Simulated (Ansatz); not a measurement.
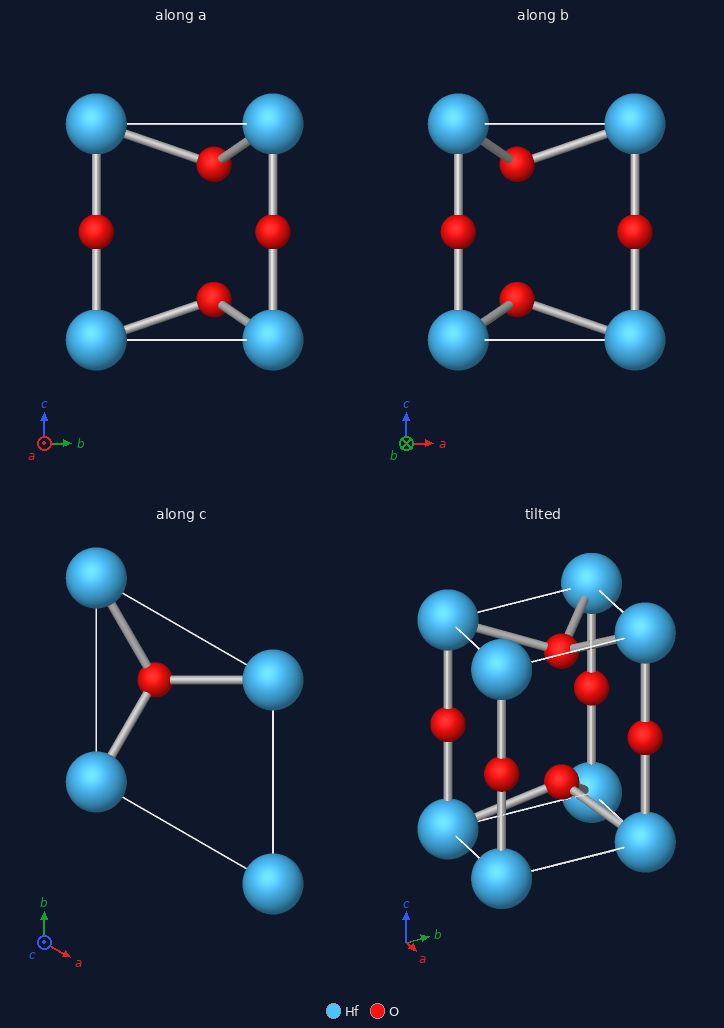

An orthographic ball-and-stick view of the structure, along the a axis, along the b axis, along the c axis and slightly off an axis. The parallelepiped is the conventional unit cell.

Lattice parameters: a = 3.8306 Å, b = 3.8306 Å, c = 4.0568 Å, α = 90.000°, β = 90.000°, γ = 120.000°.

Q: Put the structure into a CIF in P1 with every atom of the cell, with free fractional coordinates to two decimals.

A:
```cif
data_structure
_symmetry_space_group_name_H-M 'P 1'
_symmetry_Int_Tables_number 1
_cell_length_a 3.8306
_cell_length_b 3.8306
_cell_length_c 4.0568
_cell_angle_alpha 90.000
_cell_angle_beta 90.000
_cell_angle_gamma 120.000
_cell_volume 51.55
loop_
_atom_site_label
_atom_site_type_symbol
_atom_site_fract_x
_atom_site_fract_y
_atom_site_fract_z
_atom_site_occupancy
Hf1 Hf 0.00 0.00 0.00 1
O1 O 0.00 0.00 0.50 1
O2 O 0.3333 0.6667 0.19 1
O3 O 0.3333 0.6667 0.81 1
```

Provenance: a structure type filled with these elements by a generator (whether the compound takes this form wasn't checked). Earlier steps of the study, as a rule a relaxation of our own, may have changed the cell and positions, so they can lie some per cent off the listed ones. It was run through Ansatz as a DFT input.
